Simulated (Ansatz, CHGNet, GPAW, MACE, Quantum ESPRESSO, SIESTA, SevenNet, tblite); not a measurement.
# tblite on random packing of B (63 atoms): settings against a plane-wave reference

Wanted: tblite inputs and outputs for random packing of B (63 atoms), checked against a plane-wave reference.

Program: tblite 0.8.0. Level of theory: the method is named at each step. Results are calculated unless marked as measured.

## (1) Set-up

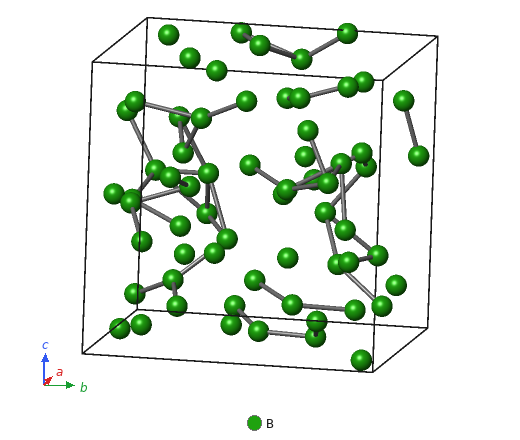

The cell as given, from a free direction (boron green). Bonds to atoms that aren't drawn are left out. Some periodic images of atoms are drawn too.

The cell holds 63 atoms: 63 B. Its edges and angles: a = 8.151 Å, b = 8.151 Å, c = 8.151 Å, α = 90.0°, β = 90.0°, γ = 90.0°. 63 atoms (63 B) packed at random in a cube at 2.09 g/cm³ and pushed apart as soft spheres; a start for melting by ab initio MD, not an equilibrated structure. Then every atom was moved at random, 0.05 Å r.m.s. a Cartesian component.

The yardstick, on the same geometry:

| Quantity | Value |
| --- | --- |
| method | Kohn-Sham DFT, PBE, SSSP efficiency 1.3.0 pseudopotentials, plane waves (Quantum ESPRESSO 7.5); sssp-pbe-1.3.0-efficiency, cutoffs 45/360 Ry, Γ point |
| r.m.s. force component | 1.274 eV/Å |
| longest force | 6.793 eV/Å |
| pressure | -20.87 GPa |
| time | 27 s on 2 MPI ranks of Arm Neoverse V2, shared host |
| CPU time | 53 s |

## (2) GFN1-xTB

Method: GFN1-xTB tight binding, diagonalisation.

The input, run.py:

```python
import numpy as np
from ase.io import read
from tblite.ase import TBLite

atoms = read("structure.xyz")
atoms.calc = TBLite(method="GFN1-xTB", electronic_temperature=580, accuracy=1.0, max_iterations=250, mixer_damping=0.1, verbosity=1)
energy = atoms.get_potential_energy()
forces = atoms.get_forces()
print(f"energy {energy:.6f} eV")
print("forces (eV/A)")
for i, (a, f) in enumerate(zip(atoms, forces)):
    print(f"{i:4d} {a.symbol:2s} {f[0]:10.5f} {f[1]:10.5f} {f[2]:10.5f}")
stress = -atoms.get_stress(voigt=False) * 160.21766
print("stress (GPa, compression positive)")
for row in stress:
    print(" ".join(f"{x:10.4f}" for x in row))
print("charges (e)")
print(np.array2string(atoms.get_charges(), precision=4, suppress_small=True, max_line_width=110, threshold=100000))
```

The input, structure.xyz:

```xyz
63
Lattice="8.15130 0.00000 0.00000 0.00000 8.15130 0.00000 0.00000 0.00000 8.15130" Properties=species:S:1:pos:R:3 pbc="T T T"
B 5.95933 5.97344 4.78400
B 1.29043 5.25343 7.27618
B 4.74968 0.37227 6.34579
B 7.92526 5.66149 8.10280
B 6.47890 3.16792 6.27047
B 4.08820 5.57255 4.59472
B 1.45786 0.76394 0.53106
B 0.42933 3.27878 4.06187
B 6.40643 2.96789 0.02951
B 5.95909 6.50042 0.72685
B 3.12317 2.05054 3.22164
B 1.95925 7.41059 5.39714
B 7.47539 4.73110 5.39820
B 1.54516 2.18708 1.97074
B 3.95729 5.81220 0.67468
B 0.13417 7.79916 0.29736
B 7.48721 5.34424 3.96324
B 5.18186 2.15594 5.92779
B 5.84921 4.76020 0.78049
B 4.17640 1.96300 7.75034
B 2.54484 2.02429 6.35899
B 2.98321 5.29981 7.02259
B 0.09912 1.39876 1.75098
B 5.97996 1.75180 3.87578
B 1.03285 6.48037 4.20191
B 4.52038 3.92990 1.61510
B 3.15349 7.03694 7.55960
B 7.08364 0.81081 7.88060
B 4.74830 1.89599 2.18292
B 6.70550 7.99667 5.01688
B 5.68716 0.17305 3.36404
B 3.00913 5.11087 2.54321
B 0.83347 8.02911 3.12439
B 0.10915 6.03718 5.87489
B 1.88238 6.73143 2.63548
B 4.80568 7.84489 1.68096
B 1.60825 3.19906 7.86421
B 7.36046 0.94392 3.87260
B 7.98452 5.90496 1.71846
B 4.72718 3.64771 4.78123
B 6.00229 4.47368 3.95558
B 6.62603 2.38841 1.95566
B 1.99438 3.58103 3.12985
B 3.00987 2.05502 1.00457
B 7.30813 7.41418 6.42746
B 5.35337 0.63971 0.04059
B 2.09488 6.13410 0.54361
B 5.14176 6.24227 7.06489
B 3.69555 0.05926 3.90879
B 3.82239 1.93015 5.15317
B 6.86723 4.60043 7.47393
B 1.99014 0.88980 4.06644
B 1.26435 4.68537 0.73639
B 5.85435 6.16801 2.95509
B 2.36966 5.04451 4.41083
B 2.56627 7.87587 1.43903
[... 3 atom lines left out ...]
B 0.73174 1.74764 5.13027
B 0.06342 4.21153 1.60092
B 7.00156 0.27666 2.08779
B 3.57915 6.98020 5.50816
```

Run with:

```bash
$ OMP_NUM_THREADS=1 python run.py > output.txt
```

Log:

```text
------------------------------------------------------------
  cycle        total energy    energy error   density error
------------------------------------------------------------
      1     -87.12984602573  -8.7552744E+01   8.2700314E-01
      2     -87.18256768199  -5.2721656E-02   7.4260535E-01
      3     -87.07218654948   1.1038113E-01   1.1200823E-01
      4     -87.17593680084  -1.0375025E-01   4.8541845E-02
      5     -87.19933321300  -2.3396412E-02   1.7589813E-02
      6     -87.20076430788  -1.4310949E-03   9.4708803E-03
      7     -87.20131695337  -5.5264549E-04   2.3889501E-03
      8     -87.20134971495  -3.2761578E-05   1.3499792E-03
      9     -87.20136115080  -1.1435851E-05   5.1516728E-04
     10     -87.20136217426  -1.0234598E-06   2.6070001E-04
     11     -87.20136252063  -3.4636572E-07   1.0474346E-04
     12     -87.20136257369  -5.3059722E-08   5.4721751E-05
     13     -87.20136258073  -7.0424875E-09   3.3110034E-05
     14     -87.20136258223  -1.4993731E-09   1.9348926E-05
------------------------------------------------------------
 total:                                   0.834 sec
energy -2372.869939 eV
forces (eV/A)
   0 B    -1.29483    3.05021   -0.37824
   1 B     0.99420    1.26440   -2.33925
   2 B     0.22782   -0.80589    0.68509
   3 B     1.00951    1.36706   -0.79348
   4 B     0.58539    0.92802   -0.58469
   5 B    -0.69830   -1.40487    0.70376
   6 B     0.14765   -1.82664   -1.14285
   7 B     0.65765   -0.33417    1.06444
   8 B    -0.24800   -0.66557    1.67428
   9 B    -3.30750   -0.48601    0.87972
  10 B     0.30580   -0.14416   -0.22224
  11 B    -0.60728    0.66502   -0.55172
  12 B    -1.39502   -4.27081    2.54847
  13 B     2.13123    1.67304    0.18166
  14 B     0.05287   -1.65701   -0.71716
  15 B    -0.82292    1.03399   -0.95905
  16 B     1.46409    1.78037   -3.85623
  17 B     2.14656    0.98409    0.99446
  18 B    -3.18328   -0.84359    1.12509
  19 B    -0.18653   -0.35120    1.39524
  20 B    -0.32371    2.87626    0.59055
  21 B     0.82489    0.39698    0.58542
  22 B    -1.24052   -0.49421    0.74750
  23 B    -0.15562    1.52994   -1.26594
[...]
55 B     0.39475   -1.87593   -0.76852
  56 B     1.85138   -2.25300   -0.76289
  57 B     1.04738    0.18599   -0.96860
  58 B     1.13880    0.82293    1.12117
  59 B     0.16029   -0.50439    0.26552
  60 B    -2.66765    0.54320    2.52273
  61 B     1.64538    0.03975    0.99837
  62 B    -0.02718    1.50801    0.61461
stress (GPa, compression positive)
  -10.1200    -0.6777     4.6795
   -0.6777    -7.4036     0.9917
    4.6795     0.9917    -5.6556
charges (e)
[ 0.0531  0.0156  0.0295  0.0629 -0.0454 -0.0256  0.0013  0.0082  0.055   0.0159  0.0164 -0.0039  0.0191
  0.0441  0.0517  0.0156  0.0696 -0.0018  0.0086 -0.0201 -0.0688 -0.0686  0.049   0.0093 -0.0687 -0.1056
  0.0338  0.0172  0.0078 -0.0313  0.024  -0.0419  0.0207 -0.0061  0.0172 -0.0433 -0.0361  0.0133 -0.0674
 -0.0014  0.0247 -0.0622 -0.058   0.0496 -0.0488 -0.0465  0.0764 -0.0486  0.0642  0.0421  0.0236 -0.0326
  0.0489 -0.01    0.0521 -0.0543 -0.02   -0.038   0.0902 -0.0489 -0.0464  0.0389 -0.0196]
```

Run time: 1.3 s. Hardware: 1 thread of Arm Neoverse V2, shared host; peak memory 0.1 GiB.

Banners, paths, timers and routine set-up lines are dropped from the logs unmarked, and long logs keep their key lines alone; longer cuts are marked.

Compared with the plane-wave run:

- r.m.s. force component: 1.298 eV/Å
- r.m.s. difference of force components: 661.3 meV/Å
- longest difference of force vectors: 2143 meV/Å
- force difference over r.m.s. force: 51.91 %
- slope of forces against the reference's: 0.8843
- correlation of force components: 0.8679
- pressure: -7.726 GPa
- pressure difference: 13.15 GPa

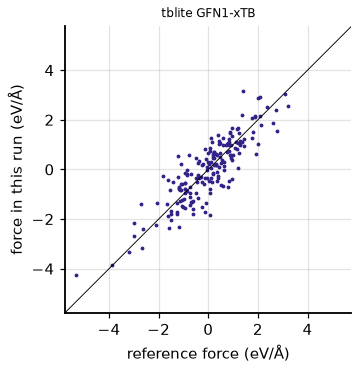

Force components against those of the reference; the line marks equality.

Local excerpt of 9 atoms (numbers count through the whole input) about B26, whose charge lies farthest from its element's mean; x, y, z are measured from there.

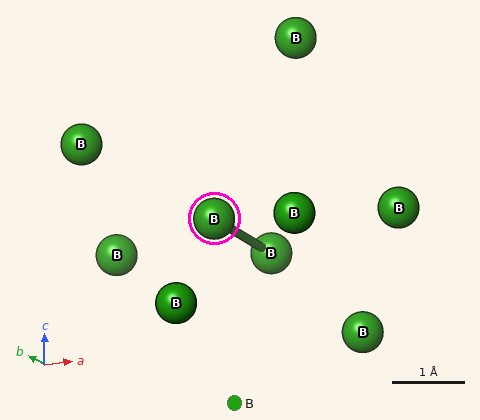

The atoms of the table, within 2.8 Å (arrows a, b, c point along x, y, z); some may hide others; the central atom is ringed.

```csv
atom,x,y,z,distance (Å),Mulliken charge (e),Fx,Fy,Fz (eV/Å)
B26,0.00,0.00,0.00,0.00,-0.11,-0.19,2.15,-0.30
B19,1.33,0.83,-0.83,1.78,0.01,-3.18,-0.84,1.13
B29,0.23,-2.03,0.57,2.12,0.01,-0.51,2.21,0.66
B32,-1.51,1.18,0.93,2.13,-0.04,0.50,-0.88,1.25
B15,-0.56,1.88,-0.94,2.18,0.05,0.05,-1.66,-0.72
B44,-1.51,-1.87,-0.61,2.48,0.05,0.28,1.03,-1.78
B42,2.11,-1.54,0.34,2.63,-0.06,-0.03,0.69,-1.27
B9,1.89,-0.96,-1.59,2.65,0.06,-0.25,-0.67,1.67
B41,1.48,0.54,2.34,2.82,0.02,-1.47,-1.73,-0.96
```

Atoms are counted from 1 here, from 0 in the log.

Forces lie 52 % from the reference's, at 0.025 times its CPU time (on 1 against 2 cores).

## (3) GFN2-xTB

Method: GFN2-xTB tight binding, diagonalisation.

Changes to run.py since step 2:

```diff
@@ -5,3 +5,3 @@
 atoms = read("structure.xyz")
-atoms.calc = TBLite(method="GFN1-xTB", electronic_temperature=580, accuracy=1.0, max_iterations=250, mixer_damping=0.1, verbosity=1)
+atoms.calc = TBLite(method="GFN2-xTB", electronic_temperature=580, accuracy=1.0, max_iterations=250, mixer_damping=0.1, verbosity=1)
 energy = atoms.get_potential_energy()
```

structure.xyz is that of step 2.

Log:

```text
------------------------------------------------------------
  cycle        total energy    energy error   density error
------------------------------------------------------------
      1     -69.49962086765  -6.9917087E+01   5.5538766E-01
      2     -70.07802217942  -5.7840131E-01   4.9028776E-01
      3     -69.38248761331   6.9553457E-01   1.9046017E-01
[...]
25     -71.17761009086  -7.4015816E-09   2.6724335E-05
     26     -71.17761009347  -2.6151241E-09   1.6108050E-05
------------------------------------------------------------
 total:                                   4.563 sec
energy -1936.841425 eV
forces (eV/A)
   0 B    -1.12046    2.28815   -0.12011
   1 B     1.32383    1.12637   -1.45584
   2 B     0.29641   -0.73181    0.34218
[...]
61 B     2.10702    0.79431    1.41466
  62 B    -0.25037    1.13594    0.33553
stress (GPa, compression positive)
   14.8308    -1.2686     4.9914
   -1.2686    17.9367     2.0023
    4.9914     2.0023    21.3735
charges (e)
[ 0.0329  0.0065  0.0036  0.0345 -0.0312 -0.0181  0.01    0.0054  0.0248  0.0097  0.0117 -0.0128  0.0115
  0.0311  0.0162  0.0123  0.0385  0.0041 -0.0035 -0.0187 -0.0262 -0.0383  0.0245  0.0116 -0.0398 -0.059
  0.0161  0.0051  0.0042 -0.0227  0.0173 -0.0252  0.018  -0.0052  0.0038 -0.0198 -0.0257  0.0121 -0.024
 -0.0057  0.0093 -0.0281 -0.0225  0.0177 -0.0206 -0.0104  0.0399 -0.0332  0.0143  0.0348  0.0138 -0.0162
  0.0266 -0.0024  0.0209 -0.018  -0.003  -0.029   0.0366 -0.0235 -0.023   0.0326 -0.0063]
```

The job ended after 5 s (1 thread; peak memory 0.1 GiB).

Against the reference:

```yaml
r_m_s_force_component: 1.234 eV/Å
r_m_s_difference_of_force_components: 738.1 meV/Å
longest_difference_of_force_vectors: 2305 meV/Å
force_difference_over_r_m_s_force: 57.93 %
slope_of_forces_against_the_reference_s: 0.801
correlation_of_force_components: 0.8272
pressure: 18.05 GPa
pressure_difference: 38.92 GPa
```

Against the first run (52 %), the force difference from the reference is 58 %, at 3.8 times the CPU time (26 SCF steps against 14).

## (4) All runs compared

Differences are against the plane-wave reference, forces as r.m.s. over components; share is that over the reference's r.m.s. force, slope the least-squares factor from reference forces to these. Total energies of different programs have different zeros and aren't compared.

```csv
run,"Δ force, r.m.s. (meV/Å)",share (%),slope,Δ pressure (GPa),cores,CPU time,memory (GiB)
reference,-,-,-,-,2,53 s,0.96
tblite GFN1-xTB,661,51.9,0.884,13.1,1,1.3 s,0.1
tblite GFN2-xTB,738,57.9,0.801,38.9,1,5 s,0.1
```

CPU time is summed over cores on a shared host, where runs went side by side, so it is rough. Symmetry, cutoffs, thresholds, outputs and thread counts weren't matched or tuned between programs; memory under MPI is the largest rank's times the ranks.

## (5) Results

| Property | Result |
| --- | --- |
| nearest in forces | tblite GFN1-xTB, 52 % |
| its CPU time | 1.3 s |

In words: Tight binding differs by 52 % (tblite GFN1-xTB) to 58 % (tblite GFN2-xTB); it is another model, with fitted parameters of its own, and the xTB methods hold dispersion. Of the electronic-structure runs that take under half the reference's CPU time, tblite GFN1-xTB comes nearest, at 52 % in 1.3 s against 53 s; its pressure misses by +13.1 GPa. Periodic xTB results under one method name differ between programs and library versions. The reference's pressure holds the uncorrected Pulay stress of its 45 Ry basis, so small pressure differences, and their order, may be the reference's own error. The electron count is odd in QE PBE, sssp-1.3.0-efficiency, 45/360 Ry, and they have no spin polarisation, so the unpaired electron is spread evenly over both spins. The reference's stress is far from hydrostatic: its diagonal is -17.0, -20.7, -24.9 GPa, compression counted positive. The reference's pressure of -21 GPa says that the cell would shrink at this level of theory. The electronic-structure runs sample only Γ, in a cell whose shortest periodic width is 8 Å, which is coarse for a cell with partly filled levels.

[Also dropped from logs without a mark: logging warnings of Python, and SIESTA's first energy breakdown and zero terms.]

[Logs are printed without paths, hosts, clocks, repeated set-up lines and the standing remarks that a program may print on its own settings, such as how far it seeks lower states.]

[Hosts, paths, dates, database ids (printed as entryN), source tags and the programs' standing remarks are cut or masked in the printed files.]
